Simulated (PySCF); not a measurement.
# NMR shielding calculation of CH7ClO2Si2

- system: CH7ClO2Si2, SMILES C[Si](O)(Cl)O[SiH3]
- method: GIAO PBE0/pcSseg-1 NMR shielding, non-relativistic, gas phase (PySCF 2.14.0)

The geometry comes from this level: PBE0-D3(BJ)/def2-SVP. Figures and captions count atoms from 1; the log counts them from 0 in places.

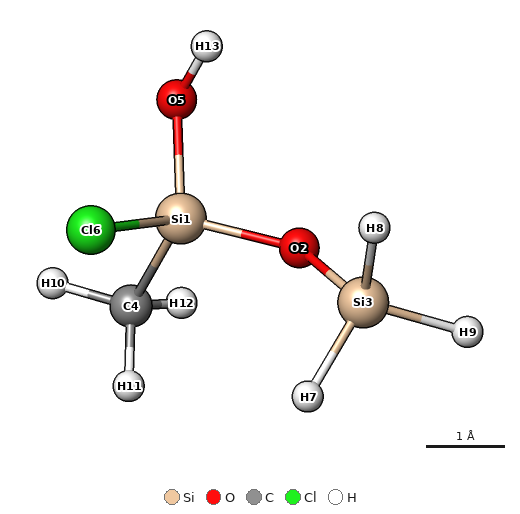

Fig. 1: The input geometry (ball-and-stick view, seen at a tilt; atoms are numbered from 1 in the order of the input).

**Input**
```
{"job": {"kind": "nmr", "xc": "PBE0", "basis": "pcSseg-1"}, "charge": 0, "multiplicity": 1}
Si    -0.157382    -0.746740     0.390659
O     -0.580565     0.713084    -0.244306
Si    -0.199326     2.330818    -0.128971
C      0.859259    -1.755094    -0.768361
O     -1.503231    -1.608003     0.783750
Cl     0.931703    -0.316905     2.110941
H      1.279359     2.513742    -0.041552
H     -0.846498     2.927984     1.075640
H     -0.714981     3.003513    -1.353549
H      1.106443    -2.728165    -0.319670
H      1.796444    -1.235133    -1.014470
H      0.299282    -1.931092    -1.699369
H     -2.170143    -1.166353     1.317878
```

The first line tells a small driver script what to run in PySCF; the rest is the geometry in Å.

Launched with:
```bash
OMP_NUM_THREADS=1 python <driver script> task.json out
```

**What the program printed**
```
coarse grid: 12472 points
cycle   1  E = -1231.2546487269  dE =  5.068e-01  |g| = 9.988e-01  |ddm| = 3.263e+00
cycle   2  E = -1231.0270620199  dE =  2.276e-01  |g| = 1.496e+00  |ddm| = 1.709e+00
cycle   3  E = -1231.4294946360  dE = -4.024e-01  |g| = 1.389e-01  |ddm| = 1.159e+00
cycle   4  E = -1231.4334742661  dE = -3.980e-03  |g| = 4.469e-02  |ddm| = 1.553e-01
cycle   5  E = -1231.4338228607  dE = -3.486e-04  |g| = 1.690e-02  |ddm| = 3.870e-02
cycle   6  E = -1231.4338721099  dE = -4.925e-05  |g| = 3.571e-03  |ddm| = 1.353e-02
cycle   7  E = -1231.4338742595  dE = -2.150e-06  |g| = 8.484e-04  |ddm| = 3.052e-03
final grid: 106832 points
cycle   8  E = -1231.4858562219  dE = -1.623e-05  |g| = 9.773e-03  |ddm| = 1.524e-02
cycle   9  E = -1231.4858365571  dE =  1.966e-05  |g| = 1.411e-02  |ddm| = 1.495e-02
cycle  10  E = -1231.4858734451  dE = -3.689e-05  |g| = 1.093e-03  |ddm| = 9.342e-03
cycle  11  E = -1231.4858736532  dE = -2.081e-07  |g| = 3.087e-04  |ddm| = 8.922e-04
cycle  12  E = -1231.4858736717  dE = -1.849e-08  |g| = 8.070e-05  |ddm| = 2.343e-04
cycle  13  E = -1231.4858736727  dE = -1.030e-09  |g| = 2.505e-05  |ddm| = 6.673e-05
cycle  14  E = -1231.4858736728  dE = -1.082e-10  |g| = 4.069e-06  |ddm| = 1.911e-05
```

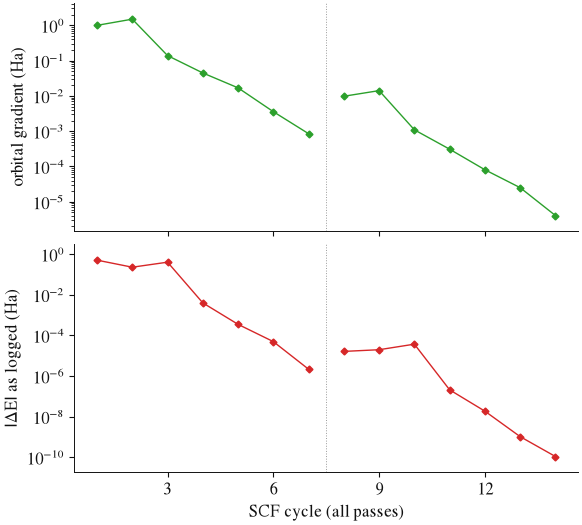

Fig. 2: Convergence of the self-consistent field: orbital gradient and size of the energy change against the SCF cycle. The dotted line marks the change from a coarse to the final integration grid. The first 7 cycles use a coarse grid, the final grid takes over at cycle 8, and the field converges after 14 cycles in all.

```
converged SCF energy = -1231.4858736728

GIAO shielding tensors (ppm)
atom      isotropic    diamagn.    paramagn.     s11        s22        s33       span
  0 Si     367.045     879.454    -512.409    336.012    356.428    408.695     72.682
  1 O      269.667     402.001    -132.334    232.137    264.047    312.816     80.679
  2 Si     389.165     878.573    -489.408    348.453    357.885    461.157    112.704
  3 C      184.535     256.604     -72.070    179.139    179.614    194.851     15.711
  4 O      254.160     387.995    -133.835    218.836    252.643    291.001     72.165
  5 Cl     868.896    1150.421    -281.525    772.121    801.129   1033.436    261.315
  6 H       26.288      29.211      -2.923     22.767     25.250     30.847      8.079
  7 H       26.307      28.549      -2.242     22.802     24.649     31.470      8.668
  8 H       26.414      28.296      -1.882     23.032     24.444     31.766      8.734
  9 H       30.797      28.481       2.316     26.371     28.291     37.728     11.357
 10 H       31.048      31.419      -0.371     26.804     29.239     37.101     10.297
 11 H       30.835      30.283       0.552     26.314     27.882     38.308     11.994
 12 H       29.002      30.752      -1.751     21.553     23.835     41.617     20.064
```

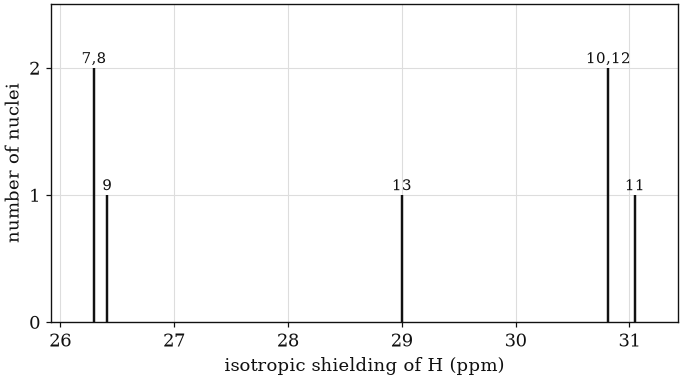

Fig. 3: Isotropic shieldings of the hydrogen nuclei in this fixed geometry, labelled by atom number; shielding grows to the right, so chemical shift grows to the left. The least shielded is H7 (26.3 ppm), the most shielded H11 (31.0 ppm).

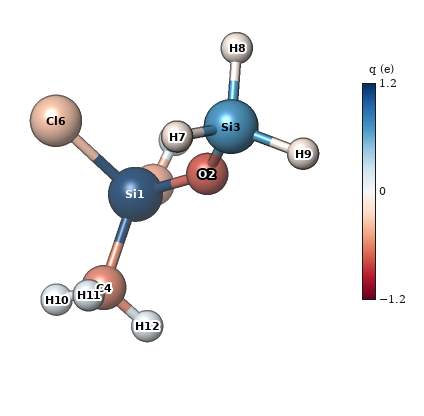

Fig. 4: Mulliken charges, as the colour of each atom (ball-and-stick view, seen at a tilt; atoms are numbered from 1 in the order of the input; Mulliken charges depend strongly on the basis). By element: Si +0.71 to +1.18, O −0.76 to −0.53, C −0.64, Cl −0.38 and H −0.11 to +0.26 e.

**Summary**

| quantity | value |
| --- | --- |
| outcome | converged |
| total energy | −1231.485874 hartree |
| HOMO | −8.95 eV |
| LUMO | 0.17 eV |
| dipole moment | 1.16 D |
| isotropic shielding, Si | 367.0 to 389.2 ppm |
| isotropic shielding, O | 254.2 to 269.7 ppm |
| isotropic shielding, C | 184.5 ppm |
| isotropic shielding, Cl | 868.9 ppm |
| isotropic shielding, H | 26.3 to 31.0 ppm |
| hardware | 1 CPU thread, shared host |
| wall time | 22 s |
| peak memory | 0.89 GiB |
